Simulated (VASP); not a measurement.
Band structure of TiO$_{2}$ (rutile). Level of theory: revTPSS meta-GGA, VASP's PBE PAW potentials (set 64) (plane waves; VASP).

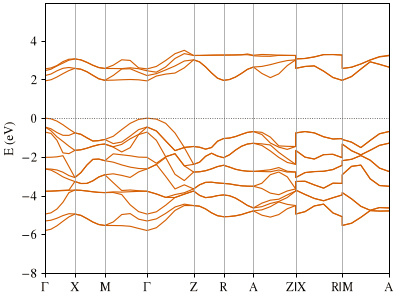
Figure. Bands along high-symmetry lines, zero at the valence-band maximum or, without a gap, the Fermi level

**Question.** Read the plot: is there a gap, and where are the band edges?

**Answer.** The gap is direct, 1.93 eV, from the valence maximum at Γ to the conduction minimum at Γ.

The compound is TiO2 in the rutile structure. It was relaxed first.
